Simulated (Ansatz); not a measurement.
The end point of a relaxation of InP. Space group P6₃mc (No. 186), AFLOW prototype AB_hP8_186_ab_ab (B5, as in SiC). Calculation: PBEsol (plane waves to 420 eV, PAW, scalar-relativistic; Ansatz, a program for electronic structure).

```cif
data_In4P4
_chemical_formula_sum 'In4 P4'
_space_group_name_H-M_alt 'P63mc'
_space_group_IT_number 186
_space_group_name_Hall 'P 6c -2c'
_cell_length_a 4.15258
_cell_length_b 4.15258
_cell_length_c 13.59893
_cell_angle_alpha 90.000
_cell_angle_beta 90.000
_cell_angle_gamma 120.000
loop_
_atom_site_label
_atom_site_type_symbol
_atom_site_symmetry_multiplicity
_atom_site_Wyckoff_symbol
_atom_site_fract_x
_atom_site_fract_y
_atom_site_fract_z
_atom_site_occupancy
In1 In 2 a 0.00000 0.00000 0.00004 1
In2 In 2 b 0.33333 0.66667 0.25016 1
P1 P 2 a 0.00000 0.00000 0.31299 1
P2 P 2 b 0.33333 0.66667 0.06244 1
```

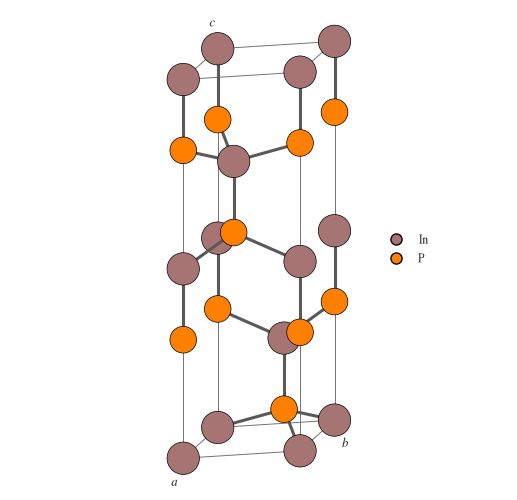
The conventional cell of the relaxed structure

| Quantity | Value |
|---|---|
| Volume per atom | 25.39 Å³ |
| Band gap | 0.60 eV, direct at Γ (no spin-orbit coupling) |
| Shortest distances | In–P 2.54 Å |
| k-mesh | 9×9×3 |

Band energies at high-symmetry points (eV from the VBM; labels of this space group; no spin-orbit coupling), from −5 eV up to 2.6 eV:

```json
[
 {"point": "Γ", "energies": "-3.51 -3.49 -1.00 -1.00 -0.58 -0.58 -0.55 -0.55 -0.06 0.00 0.00 0.60 1.25 1.56 1.84"},
 {"point": "M", "energies": "-3.15 -2.75 -2.34 -1.76 -1.75 -1.74 -1.27 -0.99 1.43 1.53 1.85 2.46"},
 {"point": "K", "energies": "-3.67 -3.67 -2.78 -2.78 -2.57 -1.95 -1.95 -1.45 2.49"},
 {"point": "A", "energies": "-1.62 -1.62 -0.88 -0.88 -0.88 -0.88 -0.18 -0.18 -0.18 -0.18 1.37 1.37 1.65 1.65"},
 {"point": "L", "energies": "-2.74 -2.74 -2.18 -2.18 -1.79 -1.79 -1.25 -1.25 1.82 1.82 2.23 2.23"},
 {"point": "H", "energies": "-3.55 -3.55 -3.02 -3.02 -2.04 -2.04 -1.78 -1.78 2.47 2.47"}
]
```

No spin polarisation in the result.

The run could not lose the symmetry of its start.

The first start was generated by placing the elements on the sites of a structure type. Materials Project lists a structure of InP in the same space group, P6₃mc (No. 186); the sites were not compared with it, nor with measured phases. Known forms of InP include space group No. 216.
